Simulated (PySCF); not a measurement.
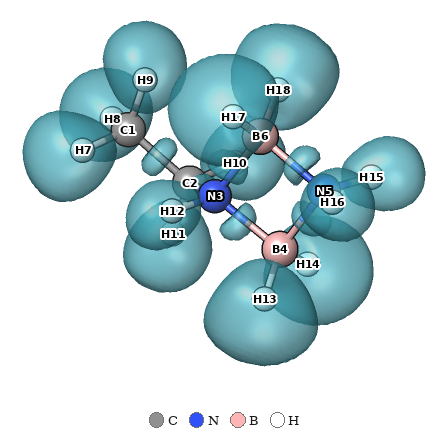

The picture shows: C2H12B2N2 (SMILES CC[NH+]1[BH2-][NH2+][BH2-]1). Isosurface of the ELF at 0.85 (cyan), seen at an oblique angle. Core shells and regions of very low density are left out.

Geometry: GFN2-xTB, NEB image 0 of 0 to 8.

Method: PBE0/pcSseg-1, SCF density, gas phase, non-relativistic (PySCF).

```xyz
18

C     2.3775   -0.0129   -0.0490
C     1.0998   -0.4917    0.6283
N    -0.0499   -0.3979   -0.2631
B    -1.4767   -0.8240    0.2947
N    -2.1054    0.5801   -0.0936
B    -0.6651    1.0321   -0.5876
H     2.6164   -0.6408   -0.9056
H     3.2126   -0.0480    0.6459
H     2.2517    1.0097   -0.3953
H     0.8926    0.1231    1.5060
H     1.2186   -1.5298    0.9617
H     0.1776   -0.9009   -1.1129
H    -1.9536   -1.7189   -0.3262
H    -1.4552   -0.9893    1.4697
H    -2.4836    1.1115    0.6790
H    -2.8077    0.5432   -0.8200
H    -0.6477    1.2799   -1.7503
H    -0.2107    1.8809    0.1066
```

### Where are the electrons localised?

The surface consists of four regions between bonded B–N atoms (shared pairs), one region between bonded C–C atoms (shared pairs), one region between bonded C–N atoms (shared pairs) and twelve regions around hydrogen nuclei. Profiles from the grid: C–N (1.46 Å): the ELF peaks at about 0.95 between the atoms: a shared electron pair. C–C (1.52 Å): the ELF peaks at about 0.95 between the atoms, as expected for a covalent bond.
